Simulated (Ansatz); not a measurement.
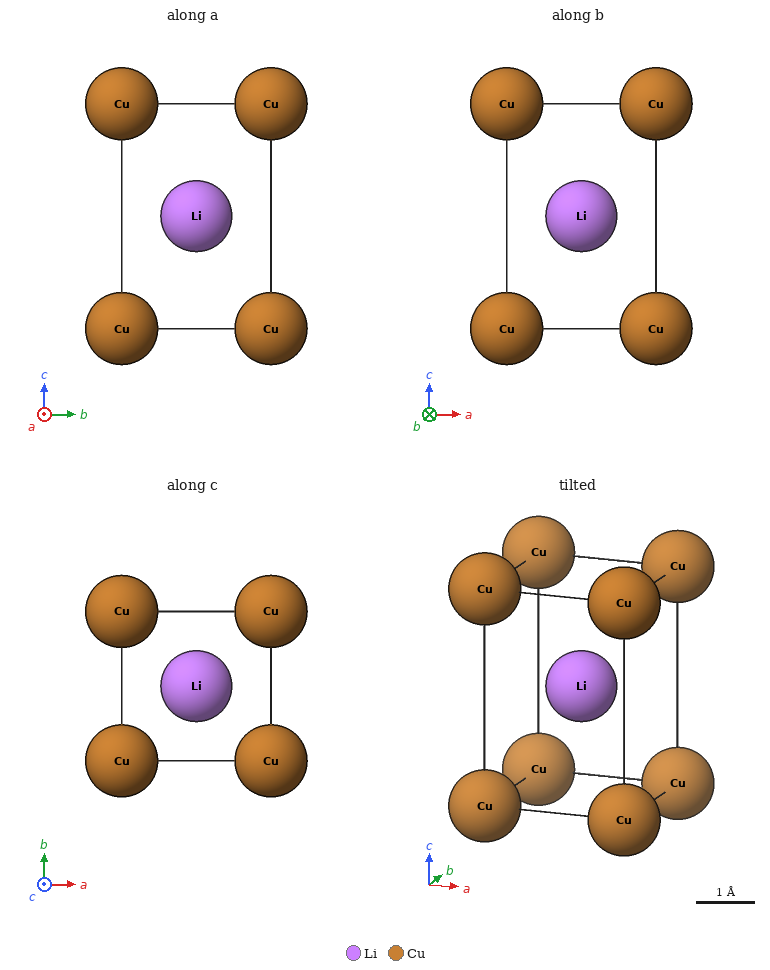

This spheres-only model is shown along the a axis, along the b axis, along the c axis and slightly off an axis. Lines trace the edges of the conventional unit cell.

Lattice parameters: a = 2.5796 Å, b = 2.5796 Å, c = 3.8818 Å, α = 90.000°, β = 90.000°, γ = 90.000°.

Question: Record the structure as a CIF with its space group and independent sites.

Answer:
```cif
data_structure
_symmetry_space_group_name_H-M 'P 4/m m m'
_symmetry_Int_Tables_number 123
_cell_length_a 2.5796
_cell_length_b 2.5796
_cell_length_c 3.8818
_cell_angle_alpha 90.000
_cell_angle_beta 90.000
_cell_angle_gamma 90.000
_cell_volume 25.83
loop_
_atom_site_label
_atom_site_type_symbol
_atom_site_symmetry_multiplicity
_atom_site_Wyckoff_symbol
_atom_site_fract_x
_atom_site_fract_y
_atom_site_fract_z
_atom_site_occupancy
Li1 Li 1 d 0.5000 0.5000 0.5000 1
Cu1 Cu 1 a 0.0000 0.0000 0.0000 1
```

Origin of the cell: a structure type filled with these elements by a generator (whether the compound takes this form wasn't checked). Earlier steps of the study may have refined or changed the cell and positions. Ansatz was used for an electronic-structure calculation on it.
